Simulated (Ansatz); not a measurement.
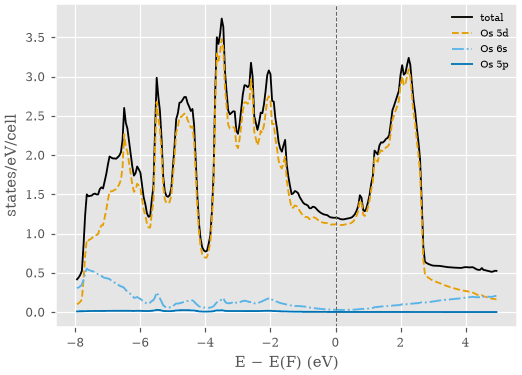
Fig. 1. Total and projected density of states of Os (hcp (Mg type), space group No. 194), plane-wave PAW PBE+D3(BJ) (Ansatz code)

### Question
Which orbitals carry the states next to the Fermi level?

### Answer
Within 0.5 eV of the Fermi level: Os 5d 93 %. Projections are on Löwdin-orthogonalised atomic valence shells; empty p or d shells of many metals are not among them.

### Question
Where is the tallest occupied peak in this window, and what makes it?

### Answer
Near -3.5 eV, about 3.7 states/eV per cell; the largest projected share is Os 5d.

Space group P6_3/mmc (hcp (Mg type)). The PBE+D3(BJ) relaxation kept the symmetry of its start. No spin polarisation was allowed. The pairwise dispersion correction was not fitted to metals. Scalar-relativistic: spin–orbit coupling is off unless named, which matters more the heavier the elements.

Potentials: the later of the program's two PAW sets.
